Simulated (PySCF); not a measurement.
# CH6Ge (SMILES [CH3][GeH3]) at 5 levels

Aim: a comparison of 5 runs (HF/STO-3G, HF/def2-SVP, TPSS/3-21G, B3LYP/6-31G*) of CH6Ge. 

Program for the calculation: PySCF 2.14.0.

## Step 1: Starting point

CH6Ge has 8 atoms, charge 0, and is taken as a singlet. As SMILES, `[CH3][GeH3]`. The shape is that of a PBE0-D4/def2-TZVP optimisation.

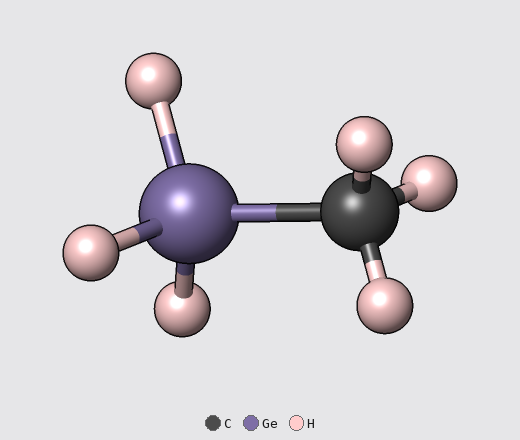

Viewed from a chosen angle; carbon dark grey, germanium purple, hydrogen pink.

## Step 2: Energy and gradient at HF/STO-3G (run 1)

Contents of run.py:

```python
from pyscf import gto, scf

system = gto.Mole()
system.atom = [
    ('C', (-0.310900, 0.190300, -0.971400)),
    ('Ge', (0.296900, -0.181900, 0.846700)),
    ('H', (-1.380100, 0.404200, -0.976500)),
    ('H', (0.218800, 1.052200, -1.378400)),
    ('H', (-0.124600, -0.669400, -1.616000)),
    ('H', (0.030700, 1.028200, 1.760100)),
    ('H', (1.807100, -0.479600, 0.857700)),
    ('H', (-0.445700, -1.401200, 1.422100)),
]
system.max_memory = 1860
system.verbose = 4
system.charge = 0
system.basis = 'sto-3g'
system.build()

calc0 = scf.RHF(system)
calc0.conv_tol = 1e-10
calc0.kernel()
if not calc0.converged:
    calc0 = calc0.newton().run(calc0.mo_coeff, calc0.mo_occ)

e_tot = calc0.e_tot
print('Final energy', e_tot)
grad = calc0.nuc_grad_method().kernel()
calc0.analyze()
```

Run with:

```sh
$ OMP_NUM_THREADS=1 python run.py
```

The log of the run:

```text
PySCF version 2.14.0

[... 57 lines left out ...]
Final energy -2092.6651718286325
[... 16 lines left out ...]
Two-electron Coulomb Energy =         1048.061985851236614
[... 6 lines left out ...]
MO #4   energy= -45.4534069472951  occ= 2
[... 4 lines left out ...]
MO #9   energy= -4.51290930040436  occ= 2
[... 4 lines left out ...]
MO #14  energy= -0.654464141282507 occ= 2
[... 4 lines left out ...]
MO #19  energy= -0.519315528817925 occ= 2
[... 4 lines left out ...]
MO #24  energy= 0.512713328475442  occ= 0
[... 4 lines left out ...]
MO #29  energy= 0.755221008910994  occ= 0
[... 40 lines left out ...]
Dipole moment(X, Y, Z, Debye): -0.03576,  0.02176, -0.10694
```

It took 2.6 s on 1 thread of Intel Xeon at 2.70GHz, shared host; peak memory 0.12 GiB.

## Step 3: Energy and forces at HF/def2-SVP (run 2)

Contents of calc.py:

```python
import pyscf.grad
from pyscf import gto

mol = gto.M(
    atom='''
C     -0.310900     0.190300    -0.971400
Ge     0.296900    -0.181900     0.846700
H     -1.380100     0.404200    -0.976500
H      0.218800     1.052200    -1.378400
H     -0.124600    -0.669400    -1.616000
H      0.030700     1.028200     1.760100
H      1.807100    -0.479600     0.857700
H     -0.445700    -1.401200     1.422100
''',
    verbose=4,
    basis='def2-svp',
    max_memory=1860,
)

mf = mol.RHF()
mf.conv_tol = 1e-10
mf.kernel()
if not mf.converged:
    mf = mf.newton().run(mf.mo_coeff, mf.mo_occ)

e_tot = mf.e_tot
print('E(%s) = %.9f' % ('HF', e_tot))
grad = mf.Gradients().kernel()
dip = mf.dip_moment()
pop, q = mf.mulliken_pop()
```

Run with:

```sh
$ OMP_NUM_THREADS=1 python calc.py
```

The log of the run:

```text
PySCF version 2.14.0

[... 60 lines left out ...]
converged SCF energy = -2116.42857652293
[... 12 lines left out ...]
Dipole moment(X, Y, Z, Debye): -0.21444,  0.13102, -0.64119
[... 85 lines left out ...]
charge of    7H =     -0.13832
```

It took 11 s on 1 thread of Intel Xeon at 2.70GHz, shared host; peak memory 0.15 GiB.

Run 3 isn't shown in full; the table further down has it.

## Step 4: Energy and forces at B3LYP/6-31G(d) (spherical functions) (run 4)

Contents of run.py:

```python
import pyscf.grad
from pyscf import gto, dft

mol = gto.Mole()
mol.atom = '''
C     -0.587516     0.359615    -1.835680
Ge     0.561060    -0.343741     1.600031
H     -2.608011     0.763827    -1.845318
H      0.413472     1.988370    -2.604798
H     -0.235460    -1.264983    -3.053797
H      0.058015     1.943016     3.326107
H      3.414924    -0.906313     1.620818
H     -0.842251    -2.647884     2.687380
'''
mol.charge = 0
mol.max_memory = 1860
mol.basis = '6-31g*'
mol.verbose = 4
mol.unit = 'bohr'
mol.build()

ks = dft.RKS(mol)
ks.xc = 'b3lyp'
ks.grids.level = 5
ks.conv_tol = 1e-10
ks.kernel()
if not ks.converged:
    ks = ks.newton().run(ks.mo_coeff, ks.mo_occ)

e_tot = ks.e_tot
print('Final energy', e_tot)
grad = ks.Gradients().kernel()
ks.analyze()
```

Run with:

```sh
$ OMP_NUM_THREADS=1 python run.py
```

The log of the run:

```text
PySCF version 2.14.0

[... 75 lines left out ...]
Final energy -2118.4701863831506
[... 22 lines left out ...]
MO #2   energy= -49.7952558396782  occ= 2
[... 7 lines left out ...]
MO #10  energy= -4.39506013066446  occ= 2
[... 7 lines left out ...]
MO #18  energy= -0.409946447117267 occ= 2
[... 7 lines left out ...]
MO #26  energy= 0.0837137275880922 occ= 0
[... 7 lines left out ...]
MO #34  energy= 0.44191375526261   occ= 0
[... 7 lines left out ...]
MO #42  energy= 0.885887189361753  occ= 0
[... 7 lines left out ...]
MO #50  energy= 1.73934437860783   occ= 0
[... 7 lines left out ...]
MO #58  energy= 3.47229726049606   occ= 0
[... 69 lines left out ...]
Dipole moment(X, Y, Z, Debye): -0.24206,  0.14797, -0.72379
```

Run time: 28 s. Hardware: 1 thread of Intel Xeon at 2.70GHz, shared host; peak memory 0.59 GiB.

## Step 5: Energy and forces at B3LYP/6-31G(d) (Cartesian functions) (run 5)

Contents of input.py:

```python
import pyscf.grad
from pyscf import gto, dft

mol = gto.M(
    atom='''
C     -0.587516     0.359615    -1.835680
Ge     0.561060    -0.343741     1.600031
H     -2.608011     0.763827    -1.845318
H      0.413472     1.988370    -2.604798
H     -0.235460    -1.264983    -3.053797
H      0.058015     1.943016     3.326107
H      3.414924    -0.906313     1.620818
H     -0.842251    -2.647884     2.687380
''',
    max_memory=1860,
    charge=0,
    verbose=3,
    basis='6-31g*',
    cart=True,
    unit='bohr',
)

mf = dft.RKS(mol, xc='b3lyp')
mf.conv_tol = 1e-10
mf.grids.level = 5
mf.kernel()
if not mf.converged:
    mf = mf.newton().run(mf.mo_coeff, mf.mo_occ)

e_final = mf.e_tot
print('E(%s) = %.9f' % ('B3LYP', e_final))
grad = mf.Gradients().kernel()
mf.analyze()
```

Run with:

```sh
$ OMP_NUM_THREADS=1 python input.py
```

The log of the run:

```text
converged SCF energy = -2118.47608982136
[... 15 lines left out ...]
MO #6   energy= -10.1788741001559  occ= 2
[... 7 lines left out ...]
MO #14  energy= -1.19461874878801  occ= 2
[... 7 lines left out ...]
MO #22  energy= -0.31344803557334  occ= 2
[... 7 lines left out ...]
MO #30  energy= 0.207769750525811  occ= 0
[... 7 lines left out ...]
MO #38  energy= 0.596715024744023  occ= 0
[... 7 lines left out ...]
MO #46  energy= 1.13510532045355   occ= 0
[... 7 lines left out ...]
MO #54  energy= 2.25683529172261   occ= 0
[... 7 lines left out ...]
MO #62  energy= 86.6718003024668   occ= 0
[... 9 lines left out ...]
Dipole moment(X, Y, Z, Debye): -0.24023,  0.14685, -0.71832
```

It took 28 s on 1 thread of Intel Xeon at 2.70GHz, shared host; peak memory 0.62 GiB.

## Step 6: Overview of the runs

| run | level | integration grid | Cartesian functions | energy (Eh) | dipole moment (D) | HOMO energy (eV) | LUMO energy (eV) | wall time |
| --- | --- | --- | --- | --- | --- | --- | --- | --- |
| 1 | HF/STO-3G | – | no | -2092.665172 | 0.11 | -10.33 | 13.41 | 2.6 s |
| 2 | HF/def2-SVP | – | no | -2116.428577 | 0.69 | -11.98 | 4.13 | 11 s |
| 3 | TPSS/3-21G | 5 | no | -2108.383999 | 0.73 | -7.71 | 1.08 | 21 s |
| 4 | B3LYP/6-31G* (spherical functions) | 5 | no | -2118.470186 | 0.78 | -8.53 | 1.05 | 28 s |
| 5 | B3LYP/6-31G* (Cartesian functions) | 5 | yes | -2118.476090 | 0.77 | -8.53 | 1.03 | 28 s |

## Step 7: Summary of results

```
                       quantity           value
            run 5: total energy  -2118.47609 Eh
           run 5: dipole moment          0.77 D
             run 5: HOMO energy        -8.53 eV
             run 5: LUMO energy         1.03 eV
           run 5: HOMO–LUMO gap         9.56 eV
run 5: largest force on an atom      0.152 eV/Å
```

The dipole moment (its size) runs from 0.11 D (HF/STO-3G) to 0.78 D (B3LYP/6-31G*). The two ends differ in method and basis. The HOMO–LUMO gap runs from 8.79 eV (TPSS/3-21G) to 23.74 eV (HF/STO-3G). Totals of different functionals can't be ranked against each other. In run 1 the basis is minimal, so the values are rough. All runs together took 90 s, the longest 28 s.
